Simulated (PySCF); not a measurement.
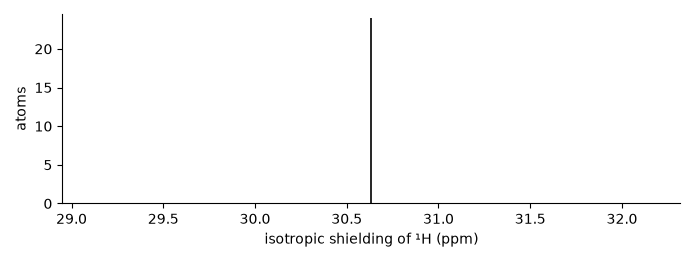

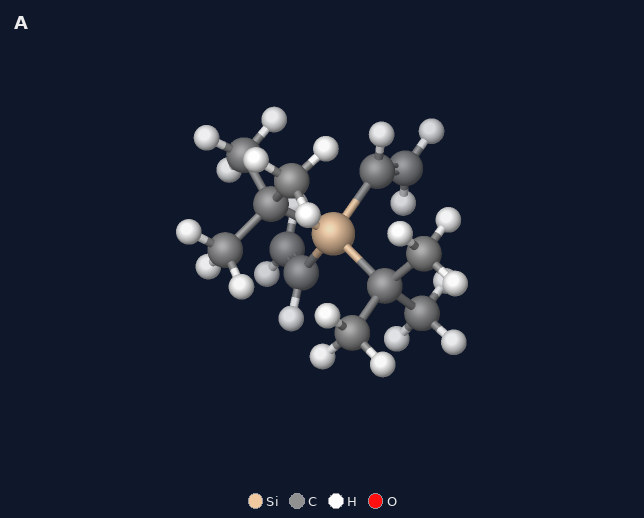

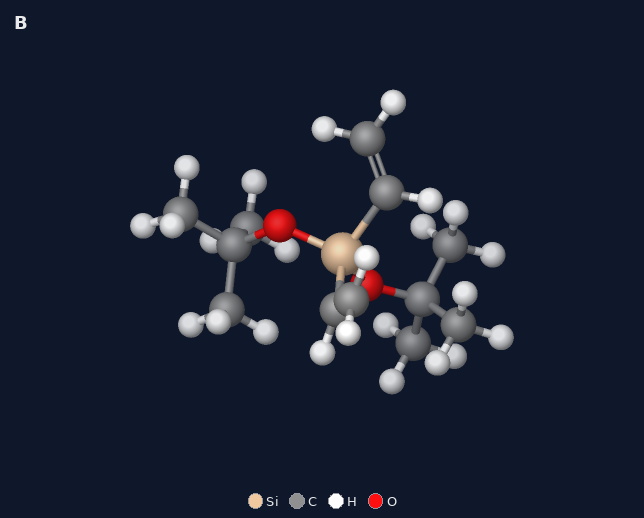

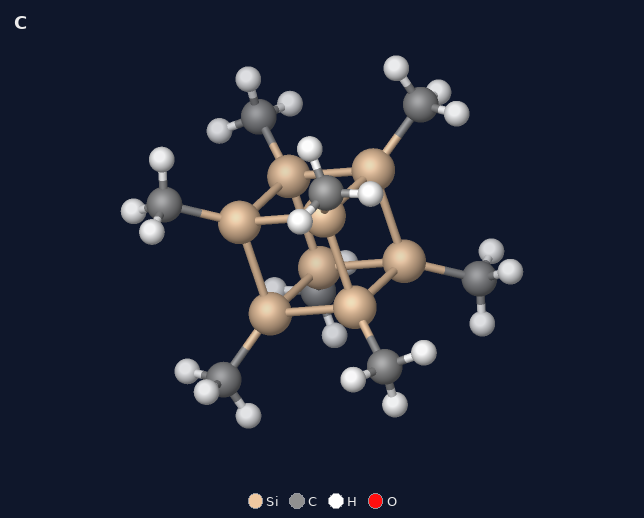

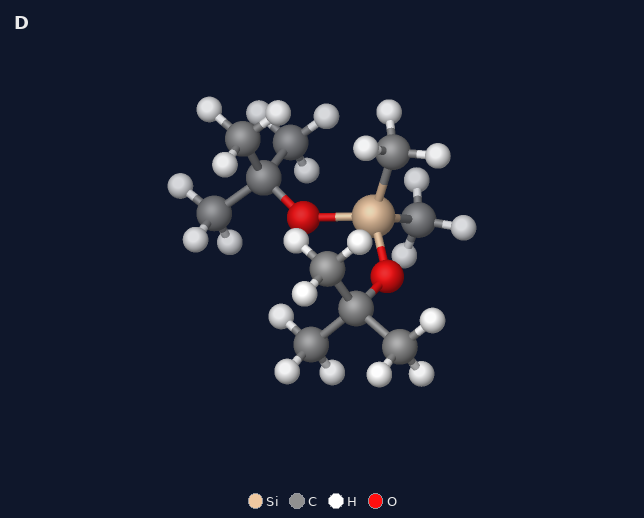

The sticks are computed shieldings of one of the molecules, for one fixed geometry (PBE0-D3(BJ)/def2-SVP) without averaging over rotations. Low shielding means a high chemical shift. Method: GIAO PBE0/pcSseg-1 NMR shielding, non-relativistic, gas phase (PySCF 2.14.0).

Question: Which molecule gives this pattern?

Answer: C, `C[Si@]12[Si@]3(C)[Si@]4(C)[Si@@]1(C)[Si@]1(C)[Si@@]2(C)[Si@@]3(C)[Si@]41C`. Its 24 H atoms give lines at 30.63 (24 atoms) ppm.
